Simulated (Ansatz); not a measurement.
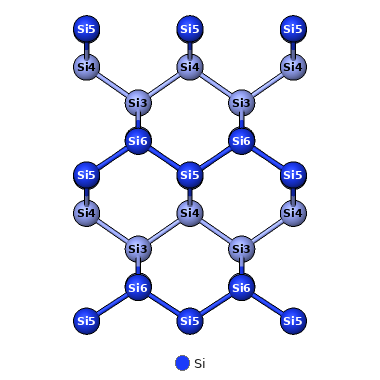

The system is S on a Si(110) slab cut from the Fd-3m phase, its upper half relaxed before the scan (6 atoms of substrate and one adsorbate in a 1 × 1 cell); the picture shows it without the atoms that are moved over the map. S is moved over the surface cell; relaxed at each place: the height of the adsorbate's atoms; substrate rigid; the origin of the map has the adsorbate above Si5. Places are given modulo a cell vector. The map is drawn in real space over the plane of the surface. The scan uses a 6 × 6 grid; 23 points were computed and 12 follow by symmetry. At 1 point there is no value. All energies are given in eV relative to the lowest grid point. The relaxed height changes by up to 0.8 Å between neighbouring points. The magnetic moment jumps between some neighbouring points. With one adsorbate in each 1 × 1 cell, its nearest image is 3.9 Å away, so neighbouring adsorbates interact. All numbers below come from Ansatz, DFT PBE, scalar-relativistic, plane waves, PAW. Settings: cutoff 420 eV, k-mesh 7×5×1, gaussian smearing 0.05 eV, spin-polarised.

Range: position of S7 along the first surface vector from 0.000 to 0.833; position of S7 along the second surface vector from 0.000 to 0.833.

Q: What landscape does the calculation give?

A: The lowest grid point is at (0/6, 4/6) of the cell vectors [nearest 1 Si at 2.13 Å]. The highest grid point, (0/6, 2/6) of the cell vectors [nearest 1 Si at 2.37 Å], lies 0.88 eV above the lowest. At the lowest point the adsorbate has 1 Si at 2.13 Å as nearest neighbours, at the highest 1 Si at 2.37 Å. Its relaxed height above the top atom is 1.10 Å at the lowest and 1.51 Å at the highest point.

| second ↓, first → | 0/6 | 1/6 | 2/6 | 3/6 | 4/6 | 5/6 |
| --- | --- | --- | --- | --- | --- | --- |
| 5/6 | 0.32 | 0.35 | 0.40 | – | 0.40 | 0.35 |
| 4/6 | 0.00 | 0.09 | 0.25 | 0.32 | 0.25 | 0.09 |
| 3/6 | 0.51 | 0.28 | 0.17 | 0.11 | 0.17 | 0.28 |
| 2/6 | 0.88 | 0.32 | 0.38 | 0.43 | 0.38 | 0.32 |
| 1/6 | 0.79 | 0.01 | 0.16 | 0.66 | 0.16 | 0.01 |
| 0/6 | 0.58 | 0.29 | 0.08 | 0.86 | 0.08 | 0.29 |

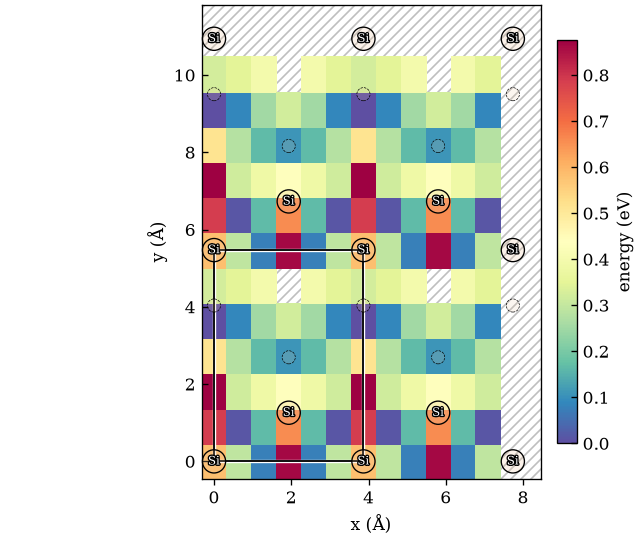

Drawn: one coloured cell a grid point, labelled circles for the atoms of the top layer and small ones for the second layer, the outline of one cell of the 2 × 2 shown, hatched blanks where no value was computed.

Each point was launched as `ansatz run input.yaml --threads 2 --pin off --max-ram 6144MiB --backend cpu --events-out ev --progress --plain --runs-dir out`. The whole map (23 points run) took 53 min on 2 threads of Intel(R) Xeon(R) Platinum 8375C CPU @ 2.90GHz (Ice Lake), on a shared host.

PAW datasets: the set soft_1.
